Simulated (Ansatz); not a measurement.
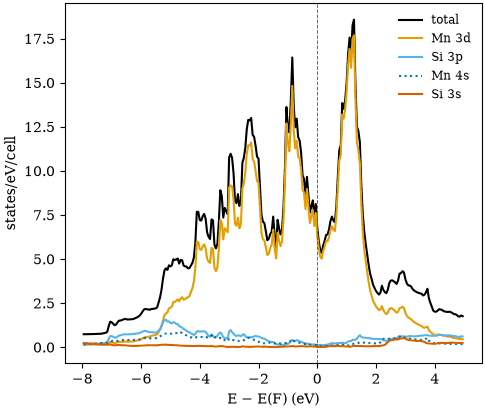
Figure: Total and projected density of states of Mn₃Si in space group P4/mmm (No. 123; Mn on 2g, Mn on 1c, Si on 1d), DFT-PBEsol in the program Ansatz with PAW potentials

**Question.** Which orbitals carry the states next to the Fermi level?

**Answer.** Within 0.5 eV of the Fermi level: Mn 3d 93 %. Projections are on Löwdin-orthogonalised atomic valence shells; empty p or d shells of many metals are not among them.

**Question.** Where is the tallest occupied peak in this window, and what makes it?

**Answer.** Near -0.8 eV, about 16 states/eV per cell; the largest projected share is Mn 3d.

The workflow started from a Materials Project entry (that database holds measured and hypothetical structures alike); the Crystallography Open Database copy checked does not list it. COD files the formula under space group No. 225, so this cell is another polymorph or a model. Whether it is the stable phase at ambient conditions was not checked. The PBEsol relaxation kept the symmetry of its start, as lowered by the spin order; its stability against distortions is not shown here. Magnetic state: antiferromagnetic, chosen from 5 collinear starts compared on coarse meshes (ties went to the first, and starts can fall back to one state), not a proven ground state.

Potentials: the later of the program's two PAW sets.
